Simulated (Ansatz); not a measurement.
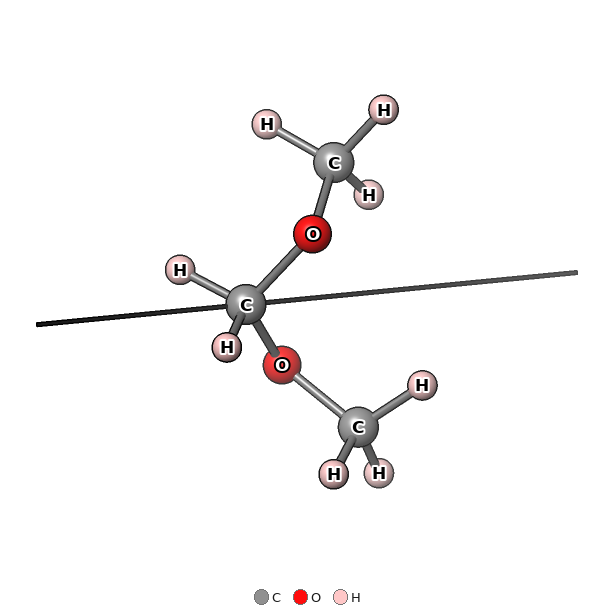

All proper rotation axes (lines) and mirror planes (discs) of the structure are drawn in. Depth is shown by fading: the farther an atom, the more it takes the colour of the background. The computed structure is the end point of a PBE0-D4/def2-TZVP optimisation.

### What is the order of each axis, and which point group results?

It has 1 C2 axis. Point group C2. The group has 2 operations. The geometry is chiral, and symmetry allows a dipole moment.
